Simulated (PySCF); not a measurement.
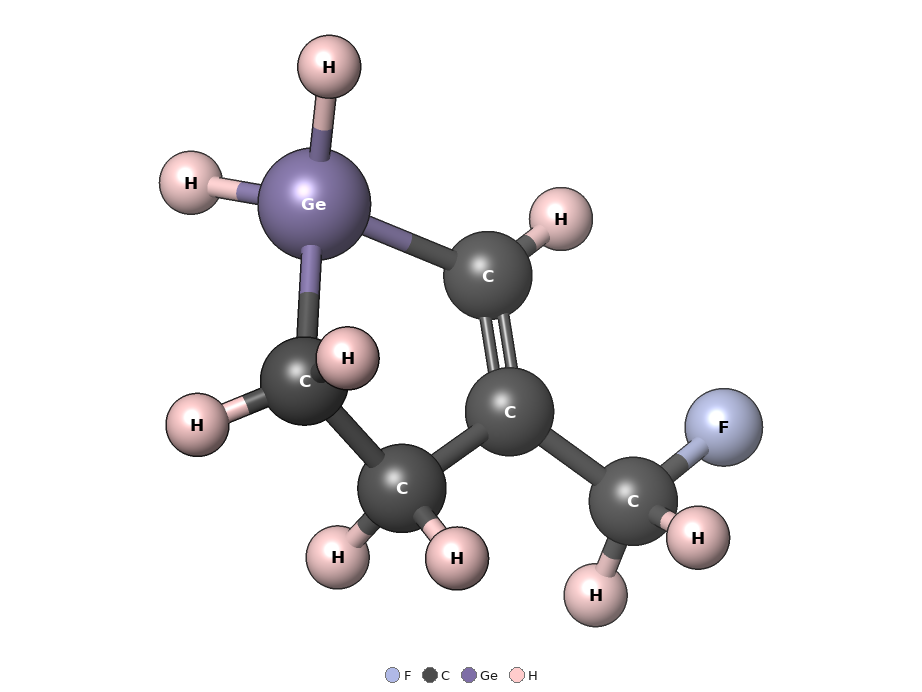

Rendered structure (ball-and-stick style). Multiple sticks mark multiple bonds (one Kekulé form).

The geometry was computed by an optimisation with GFN2-xTB. No frequency run is at hand to confirm it as a minimum.

> Count the atoms of each element.

C5H9FGe, 16 atoms: 5 carbon, 9 hydrogen, 1 fluorine and 1 germanium.

> What is the point group of this geometry?

C1.

> How many bonds of each kind are drawn?

7 C–H, 4 C–C, 2 C–Ge, 2 Ge–H, 1 C–F.

The parts below concern this one geometry. Atoms keep their numbers from picture to picture.

**Dipole moment**

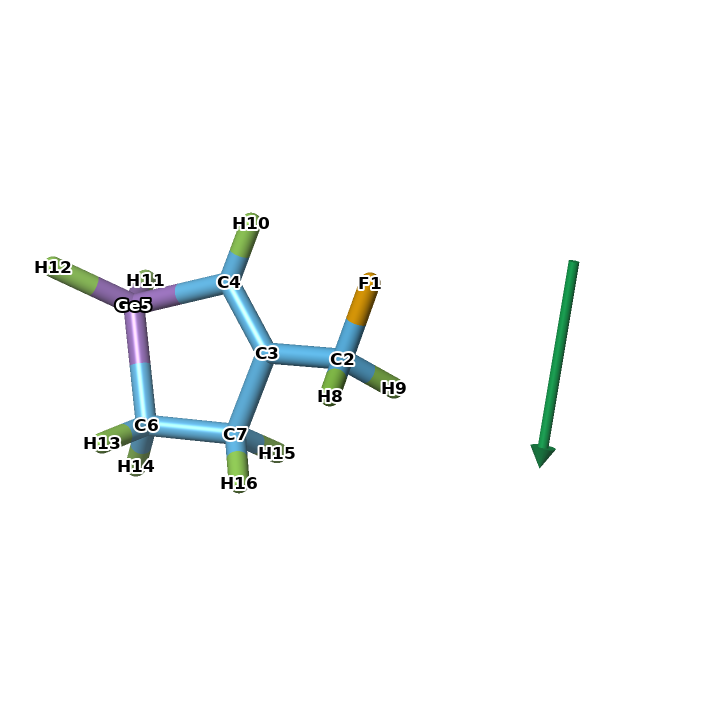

The arrow beside the molecule shows the direction of the dipole moment, from the negative to the positive end (its length means nothing). No frequency run is at hand to confirm it as a minimum. Method: ωB97X-D/def2-SVPD, gas phase (PySCF 2.14.0).

> How large is the dipole moment?

2.18 D; it points from the side of H10 to the side of H14 (the outermost atoms at the two ends).

**Excitation**

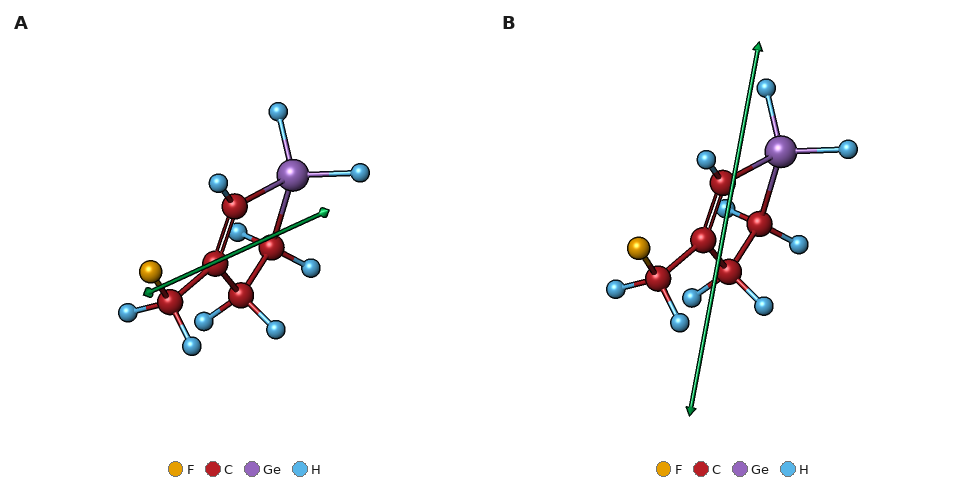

The double arrows show the directions of two transition dipoles from the ground state (lengths mean nothing). No frequency run is at hand to confirm it as a minimum. Method: TDDFT ωB97X-D/def2-SVPD, vertical, gas phase, core orbitals frozen in the response (PySCF 2.14.0).

> One belongs to singlet state 5 and one to singlet state 7. Which is which?

A: state 7, 8.05 eV (154 nm), oscillator strength 0.016, mainly HOMO−1 → LUMO+1 (weight 0.63).
B: state 5, 7.63 eV (162 nm), oscillator strength 0.016, mainly HOMO−2 → LUMO (weight 0.64).

**Polarisability**

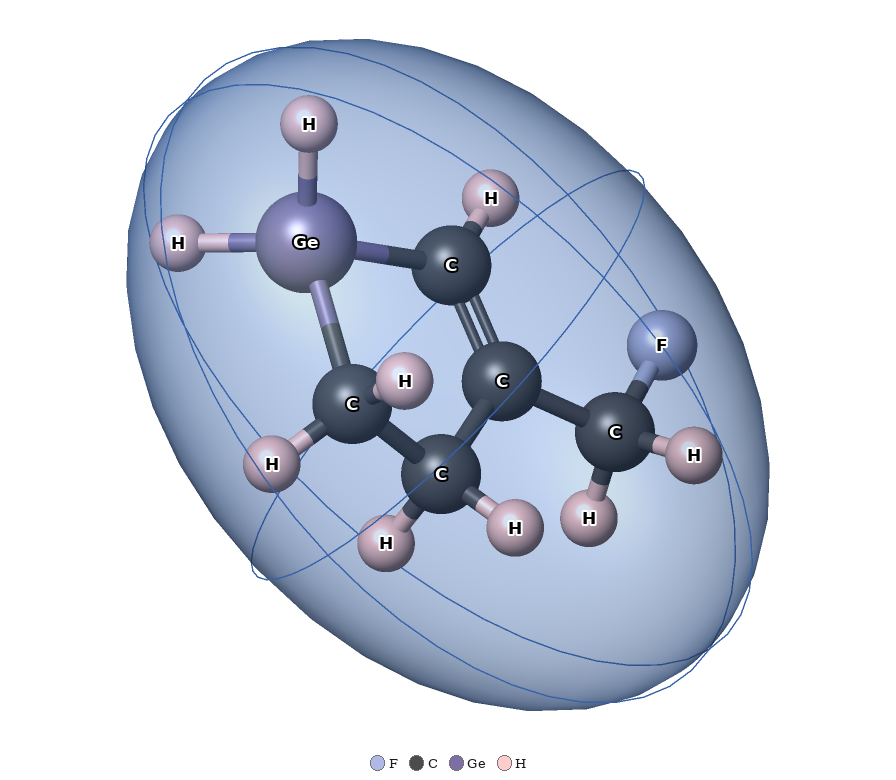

The ellipsoid shows the static dipole polarisability: its half-axes are proportional to the principal values. No frequency run is at hand to confirm it as a minimum. Level of theory: ωB97X-D/def2-SVPD (PySCF 2.14.0).

> How large and how anisotropic is the polarisability?

Principal values 68.7, 84.1, 106.9 bohr³; mean 86.6 bohr³ (12.83 Å³); anisotropy 33.3 bohr³, so the longest axis is 1.56 times the shortest.

The geometry is semi-empirical. Around Ge such bond lengths and angles can be off by a tenth of an ångström or more and by several degrees, and values that hang on the shape move with them.
